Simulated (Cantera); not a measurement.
Feed: 1 mol MgO, 0.063 mol Br₂, held at 750000 Pa.

These are equilibrium values from Cantera (NASA tables, ideal gas, pure condensed phases), not measurements of a reactor. Candidate condensed phases: Br₂, Mg, MgBr₂, MgO; 10 gas species. Kinetics and transport are ignored.

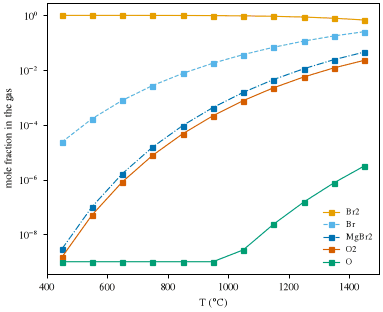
Fig. 1. Equilibrium gas composition (values under 1e-9 drawn at 1e-9)

Question: Read off the mole fractions at 750 °C.

Answer: Br₂ about 1.00, Br about 0.0027, MgBr₂ about 1.5e-5, O₂ about 7.6e-6.
